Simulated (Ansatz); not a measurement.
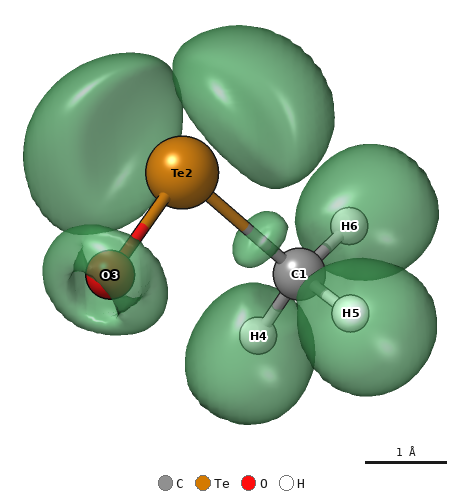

The picture shows: CH$_{3}$OTe (charge −1). Isosurface of the ELF at 0.85 (green), seen at an oblique angle. Core shells and regions of very low density are left out.

Core potentials replace the inner electrons of Te.

Theory: RHF/def2-SVP in Ansatz.

Input file:

```
crystal:
  periodic: [false, false, false]
  atoms:
    - { symbol: C, position_ang: [-0.35226, 0.49562, -0.29063] }
    - { symbol: Te, position_ang: [0.1006, -0.86006, 1.35454] }
    - { symbol: O, position_ang: [1.57229, -1.84534, 0.64414] }
    - { symbol: H, position_ang: [-0.63775, -0.04589, -1.18601] }
    - { symbol: H, position_ang: [0.49785, 1.12448, -0.53193] }
    - { symbol: H, position_ang: [-1.18074, 1.1312, 0.00989] }
total_charge: -1
basis:
  gaussian: { orbitals: def2-SVP }
hamiltonian:
  xc: hf
relax:
  f_tol: 0.02
  max_steps: 40
output:
  orbitals: {}
```

Launched as:

```sh
ansatz run input.yaml --threads 1 --pin off --max-ram 2048MiB --backend cpu --events-out ev --progress --plain --runs-dir out
```

The fields are those of the relaxed geometry.

Where are the electrons localised?

Answer. At this value the surface marks out one region between bonded C–Te atoms (shared pairs), three regions around hydrogen nuclei, two lobes on Te, pointing away from the bonds (lone pairs) and one region wrapped around O (its lone pairs, merged into a ring or cap). Profiles from the grid: Te–O (1.90 Å): the ELF peaks at about 0.70 in the valence shell of O, 0.7 Å from its nucleus, and drops to about 0.15 between the two atoms. C–Te (2.19 Å): the ELF peaks at about 0.95 between the atoms (a shared electron pair).
